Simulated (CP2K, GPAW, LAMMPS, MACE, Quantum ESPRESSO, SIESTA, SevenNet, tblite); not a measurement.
# Codes compared on amorphous 43Bi2O3-57BaO (mol %) (99 atoms)

Aim: run amorphous 43Bi2O3-57BaO (mol %) (99 atoms) in several programs and set results and cost side by side. A plane-wave run serves as the reference.

Method: Kohn-Sham DFT, PBE, SSSP efficiency 1.3.0 pseudopotentials, plane waves, in Quantum ESPRESSO 7.5.

### 1. The structure

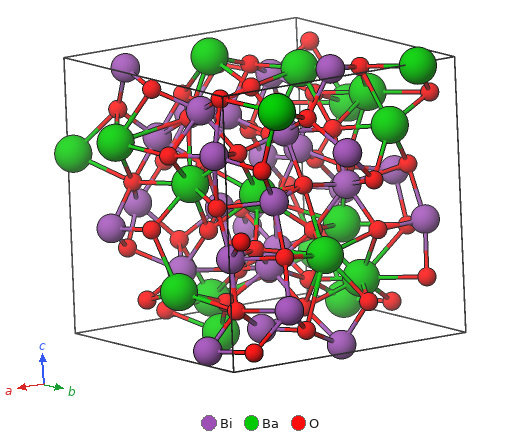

The starting structure, seen from a free direction (bismuth purple, barium green, oxygen red). Some periodic images of atoms are drawn too.

The cell holds 99 atoms: 26 Bi, 17 Ba and 56 O. Its edges and angles: a = 11.487 Å, b = 11.487 Å, c = 11.487 Å, α = 90.0°, β = 90.0°, γ = 90.0°. 99 atoms (26 Gd, 17 Ba, 56 O) placed at random at 8.51 g/cm³, melted at 5000 K for 10 ps at fixed volume with the Morse and Coulomb pair potential with partial charges (Pedone, Malavasi, Menziani, Cormack and Segre, J. Phys. Chem. B 110, 11780 (2006)). Quenched from 5000 K to 300 K at 50 K/ps and fixed volume, held 5 ps, then minimised at fixed cell. Then Gd was replaced by Bi and the cell scaled by 1.02 (the potential has no terms for the new elements, so the cell is a start for a DFT relaxation).

### 2. The reference run

Contents of pw.in:

```
&control
  calculation = 'scf'
  pseudo_dir = './pseudo'
  outdir = './tmp'
  disk_io = 'none'
  tprnfor = .true.
  tstress = .true.
/
&system
  ibrav = 0
  nat = 99
  ntyp = 3
  ecutwfc = 60
  ecutrho = 480
  nosym = .true.
  occupations = 'smearing'
  smearing = 'fd'
  degauss = 0.003675
/
&electrons
  conv_thr = 5.0e-07
  electron_maxstep = 100
  mixing_beta = 0.4
  mixing_mode = 'plain'
  diagonalization = 'david'
/
ATOMIC_SPECIES
Bi 208.980 Bi.upf
Ba 137.327 Ba.upf
O 15.999 O.upf
CELL_PARAMETERS angstrom
11.48663 0.00000 0.00000
0.00000 11.48663 0.00000
0.00000 0.00000 11.48663
ATOMIC_POSITIONS crystal
Bi 0.01221 0.60466 0.53490
Bi 0.77930 0.52771 0.85050
Bi 0.06710 0.86998 0.40233
Bi 0.51627 0.30639 0.76565
Bi 0.32039 0.29872 0.25066
Bi 0.30872 0.73930 0.54519
Bi 0.25809 0.20618 0.86356
Bi 0.72440 0.28596 0.22910
Bi 0.87425 0.74381 0.72940
Bi 0.47443 0.99914 0.72000
Bi 0.74747 0.99480 0.18584
Bi 0.88699 0.22041 0.97787
[... 83 atom lines left out ...]
O 0.50916 0.32439 0.20707
O 0.14061 0.29547 0.54925
O 0.61947 0.12039 0.30193
O 0.20454 0.40105 0.81345
K_POINTS gamma
```

Started as:

```bash
$ OMP_NUM_THREADS=1 mpirun -np 4 pw.x -in pw.in > output.txt
```

Numbers of over 12 decimals in the logs are rounded to 6 here.

Output:

```text
Program PWSCF
     gamma-point specific algorithms are used
     one sub-group per band group will be used
     scalapack distributed-memory algorithm (size of sub-group:  2*  2 procs)
     Parallelization info
     sticks:   dense  smooth     PW     G-vecs:    dense   smooth      PW
     Min        4497    2250    559               453806   160546   20095
     Max        4500    2251    562               453812   160549   20102
     Sum       17993    9001   2241              1815231   642187   80389
     bravais-lattice index     =            0
     lattice parameter (alat)  =      21.7066  a.u.
     unit-cell volume          =   10227.6180 (a.u.)^3
     number of atoms/cell      =           99
     number of atomic types    =            3
     number of electrons       =       896.00
[... lines left out ...]
     scf convergence threshold =      5.0E-07
[... lines left out ...]
     number of k points=     1  Fermi-Dirac smearing, width (Ry)=  0.0037
[... lines left out ...]
     total energy              =  -14559.16836128 Ry
[... lines left out ...]
     total energy              =  -14563.65484417 Ry
[... lines left out ...]
     total energy              =  -14565.58051384 Ry
[... lines left out ...]
     total energy              =  -14566.98856357 Ry
[... lines left out ...]
     total energy              =  -14566.98856374 Ry
[... lines left out ...]
   -13.7017 -10.6909 -10.6618 -10.6152 -10.6031 -10.5188 -10.4902 -10.4770
[...]
17.9773  18.0061  18.0188  18.0725  18.0895  18.0931  18.1380  18.1463
    18.2282  18.2555  18.3154  18.3597  18.3909  18.4148  18.4238  18.5009
    18.5233  18.5816
     the Fermi energy is    13.4411 ev
!    total energy              =  -14566.98856379 Ry
     estimated scf accuracy    <       0.00000026 Ry
     smearing contrib. (-TS)   =      -0.00000102 Ry
     internal energy E=F+TS    =  -14566.98856277 Ry
     The total energy is F=E-TS. E is the sum of the following terms:
     one-electron contribution =   -1548.07690332 Ry
     hartree contribution      =    1480.80504492 Ry
     xc contribution           =   -2452.44239996 Ry
     ewald contribution        =   -5139.56566642 Ry
     one-center paw contrib.   =   -6907.70863799 Ry
     convergence has been achieved in  20 iterations
     negative rho (up, down):  1.066E+00 0.000E+00
     Forces acting on atoms (cartesian axes, Ry/au):
     atom    1 type  1   force =    -0.00685727    0.02614462    0.00978786
     atom    2 type  1   force =     0.00500041   -0.02968300    0.01293264
     atom    3 type  1   force =    -0.02202216   -0.00893392   -0.00090561
[...]
atom   98 type  3   force =     0.01039427   -0.03338649   -0.04772638
     atom   99 type  3   force =    -0.02331398    0.01203694    0.01996683
     Total force =     0.465998     Total SCF correction =     0.000409
     Computing stress (Cartesian axis) and pressure
     negative rho (up, down):  1.066E+00 0.000E+00
          total   stress  (Ry/bohr**3)                   (kbar)     P=      212.30
   0.00159723  -0.00001863  -0.00006406          234.96       -2.74       -9.42
  -0.00001863   0.00120569   0.00001576           -2.74      177.36        2.32
  -0.00006406   0.00001576   0.00152656           -9.42        2.32      224.56
     Message from routine punch:
     Nothing written, as per user request (disk_io='none')
```

It took 13 min on 4 MPI ranks of Arm Neoverse V1, shared host; peak memory 5.3 GiB.

Banners, paths, timers and routine set-up lines are dropped from the logs unmarked, and long logs keep their key lines alone; longer cuts are marked.

Numbers from this run:

| Property | Result |
| --- | --- |
| r.m.s. force component | 0.6952 eV/Å |
| longest force | 2.42 eV/Å |
| pressure | 21.23 GPa |
| gap (highest filled to lowest empty level) | 1.235 eV |

### 3. The other programs

The programs:
- CP2K 2026.2: Gaussian basis with GTH pseudopotentials and a plane-wave density; labels give functional, basis (MOLOPT sets; SR short-range, UZH the newer set with its own potentials), grid cutoff/relative cutoff and solver (OT: orbital transformation; TRS4, TC2, SIGN: linear-scaling purification with its sparsity filter), or its built-in tight binding.
- GPAW 26.7.0: PAW with atomic orbitals (LCAO), plane waves or a real-space grid of spacing h.
- MACE: machine-learned potential, published weights.
- SIESTA 5.4.2: numerical atomic orbitals, whose automatically made sets are far from complete, with PseudoDojo norm-conserving potentials that we converted to its format (checked against plane waves on the same files for H, C, O, Si, Ge and Ca alone); labels give functional, basis size, energy shift and mesh cutoff.
- SevenNet: machine-learned potential, published weights.

All use the same cell and atoms; the electronic-structure runs use the same k-mesh, and an electronic temperature of 580 K (0.05 eV) where levels are smeared.

Differences are against the plane-wave reference, forces as r.m.s. over components; share is that over the reference's r.m.s. force, slope the least-squares factor from reference forces to these. Total energies of different programs have different zeros and aren't compared.

```
                                                         run  Δ force, r.m.s. (meV/Å)  share (%)  slope  Δ pressure (GPa)  Δ gap (eV)  cores  CPU time  memory (GiB)
                                                   reference                        -          -      -                 -           -      4    51 min           5.3
              CP2K PBE, DZVP-UZH, 600/50 Ry, diagonalisation                     91.9       13.2  1.077              4.63     -0.0802      4    11 min           8.8
CP2K PBE, SZV-MOLOPT-SR, 600/50 Ry, diagonalisation (coarse)                      698        100  1.634              24.5      -0.559      2   6.2 min           4.7
                                GPAW PBE, LCAO dzp, h 0.15 Å                      111       15.9  1.110                 -     -0.0389      2    26 min           4.9
                                GPAW PBE, LCAO dzp, h 0.18 Å                      112       16.1  1.107                 -     -0.0403      2    17 min           3.4
                   GPAW PBE, LCAO sz(dzp), h 0.18 Å (coarse)                      252       36.3  1.236                 -      -0.217      1   4.8 min           2.2
                  GPAW PBE, LCAO szp(dzp), h 0.18 Å (coarse)                      180       25.9  1.168                 -      -0.132      1    11 min           2.6
                                 MACE MP-0b2 small potential                      191       27.4  0.878             0.498           -      1     8.3 s          0.66
                                MACE MP-0b3 medium potential                      168       24.2  0.889            -0.674           -      1      11 s           1.1
                 SIESTA PBE, DZP, shift 0.01 Ry, mesh 500 Ry                      341       49.0  1.304              2.57       0.117      4    10 min           3.3
         SIESTA PBE, SZ, shift 0.01 Ry, mesh 500 Ry (coarse)                      639       92.0  1.600              11.3      -0.472      1     3 min           1.2
         SIESTA PBE, SZ, shift 0.02 Ry, mesh 500 Ry (coarse)                      606       87.2  1.490              1.10      -0.553      1   2.5 min           1.1
                                        SevenNet 0 potential                      188       27.1  0.914             -1.57           -      1     9.8 s          0.93
```

Rows marked coarse were listed beforehand as settings not expected to be converged; some can still land near the reference.

Times of the machine-learned potentials are mostly Python's start and the loading of weights.

CPU time is summed over cores on a shared host, where runs went side by side, so it is rough. Symmetry, cutoffs, thresholds, outputs and thread counts weren't matched or tuned between programs; memory under MPI is the largest rank's times the ranks.

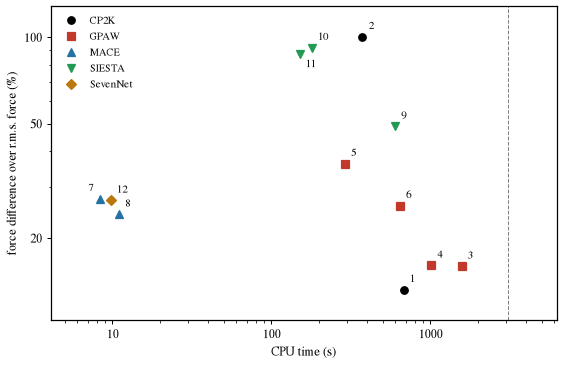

Force difference against CPU time; the dashed line marks the reference's time. Points: 1 CP2K PBE, DZVP-UZH, 600/50 Ry, diagonalisation; 2 CP2K PBE, SZV-MOLOPT-SR, 600/50 Ry, diagonalisation; 3 GPAW PBE, LCAO dzp, h 0.15 Å; 4 GPAW PBE, LCAO dzp, h 0.18 Å; 5 GPAW PBE, LCAO sz(dzp), h 0.18 Å; 6 GPAW PBE, LCAO szp(dzp), h 0.18 Å; 7 MACE MP-0b2 small potential; 8 MACE MP-0b3 medium potential; 9 SIESTA PBE, DZP, shift 0.01 Ry, mesh 500 Ry; 10 SIESTA PBE, SZ, shift 0.01 Ry, mesh 500 Ry; 11 SIESTA PBE, SZ, shift 0.02 Ry, mesh 500 Ry; 12 SevenNet 0 potential.

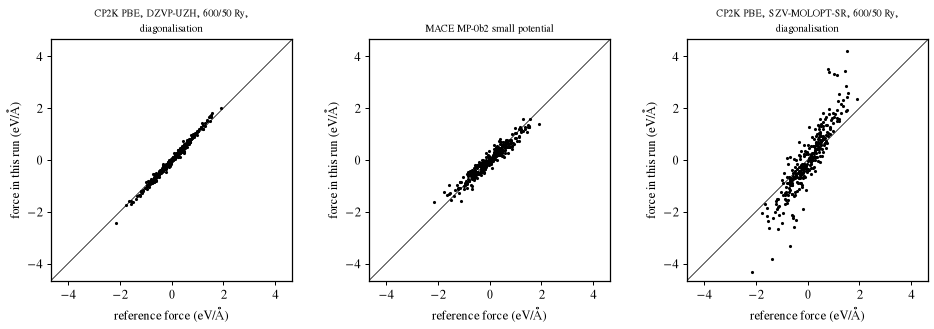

Force components against those of the reference; the line marks equality.

Runs without a result: tblite GFN1-xTB (ended with an error: overlap matrix not positive definite); CP2K PBE, SZV-MOLOPT-SR, 600/50 Ry, TRS4 filter 1e-06, SCF 1e-06 (cut off at its time limit of 8.6 min, the SCF not settling); CP2K PBE, SZV-MOLOPT-SR, 600/50 Ry, TRS4 filter 1e-04, SCF 1e-05 (cut off at its time limit of 8.6 min, the SCF not settling); CP2K PBE, SZV-MOLOPT-SR, 600/50 Ry, TRS4 filter 1e-05, SCF 1e-06 (cut off at its time limit of 8.6 min, the SCF not settling).

Mean charges by element (e), by run and scheme:

```
                                           run     scheme     Bi     Ba      O
CP2K PBE, DZVP-UZH, 600/50 Ry, diagonalisation   Mulliken  +1.53  +1.12  -1.05
CP2K PBE, DZVP-UZH, 600/50 Ry, diagonalisation  Hirshfeld  +0.58  +0.29  -0.36
   SIESTA PBE, DZP, shift 0.01 Ry, mesh 500 Ry  Hirshfeld  +0.52  +0.35  -0.35
```

Within one program, basis, potentials and functional, energies share a zero. Each run against its twin at the usual cutoff or grid and solver:

```
                         run                twin  Δ energy (meV/atom)  Δ force, r.m.s. (meV/Å)  CPU time over the twin's
GPAW PBE, LCAO dzp, h 0.15 Å  LCAO dzp, h 0.18 Å                -46.6                     18.7                       1.6
```

### 4. What came out

| Item | Value |
| --- | --- |
| reference r.m.s. force component | 0.695 eV/Å |
| nearest in forces | CP2K PBE, DZVP-UZH, 600/50 Ry, diagonalisation, 13 % |
| farthest in forces | CP2K PBE, SZV-MOLOPT-SR, 600/50 Ry, diagonalisation (coarse), 100 % |
| cheapest electronic-structure run beside the reference | SIESTA PBE, SZ, shift 0.02 Ry, mesh 500 Ry, 2.5 min of CPU time |

The PBE runs in local orbitals, coarse settings apart, differ by 13 % (CP2K PBE, DZVP-UZH, 600/50 Ry, diagonalisation) to 49 % (SIESTA PBE, DZP, shift 0.01 Ry, mesh 500 Ry); basis, grid and potentials can all enter. Machine-learned potentials differ by 24 % (MACE MP-0b3 medium potential) to 27 % (MACE MP-0b2 small potential); they were trained on other programs' data. Runs with settings chosen to be coarse differ by 26 % (GPAW PBE, LCAO szp(dzp), h 0.18 Å) to 100 % (CP2K PBE, SZV-MOLOPT-SR, 600/50 Ry, diagonalisation), their programs' other errors included. Of the electronic-structure runs that take under half the reference's CPU time, CP2K PBE, DZVP-UZH, 600/50 Ry, diagonalisation comes nearest, at 13 % in 11 min against 51 min; its pressure misses by +4.6 GPa. GPAW PBE, LCAO sz(dzp), h 0.18 Å stiffens the forces by a factor of 1.24 while following their directions (correlation 0.976); the slopes of the 4 GPAW runs lie between 1.11 and 1.24. At the same functional, gaps differ from the reference's 1.24 eV by between -0.56 and +0.12 eV. In pressure, CP2K PBE, SZV-MOLOPT-SR, 600/50 Ry, diagonalisation misses by +24.5 GPa, at the same functional. Charges hang on scheme and program or settings: among these rows the mean for Bi runs from +0.52 to +1.53 e. In the reference: filled and empty levels are parted by 1.24 eV (on the run's k-points); a semilocal functional narrows such gaps, while the missing spin–orbit coupling widens them for these heavy elements, so the errors pull opposite ways. In a disordered cell it changes from sample to sample, and tail or defect levels can set it. The potentials hold different valence shells: 896 electrons in the reference, 636 in CP2K with SZV-MOLOPT-SR; this bears on time and differences. The reference's pressure holds the uncorrected Pulay stress of its 60 Ry basis, so small pressure differences, and their order, may be the reference's own error. Machine-learned potentials mimic data converged in k, so the reference's own k-point error enters their differences. The quench rate of 50 K/ps is many orders above laboratory rates, so the cell is likely richer in defects and strain than a real sample. The network of bonds at the start is that of the classical potential that made the cell, and needn't be the one that DFT or experiment would give. The reference's stress is far from hydrostatic: its diagonal is 23.5, 17.7, 22.5 GPa, compression counted positive. The reference's pressure of 21 GPa belongs to a cell and atoms that aren't relaxed at this level. The electronic-structure runs sample only Γ, in a cell whose shortest periodic width is 11 Å. Spin–orbit coupling is left out, which matters for the levels of the heavy elements.

[Also dropped from logs without a mark: logging warnings of Python, and SIESTA's first energy breakdown and zero terms.]

[Logs are printed without paths, hosts, clocks, repeated set-up lines and the standing remarks that a program may print on its own settings, such as how far it seeks lower states.]

[Hosts, paths, dates, database ids (printed as entryN), source tags and the programs' standing remarks are cut or masked in the printed files.]
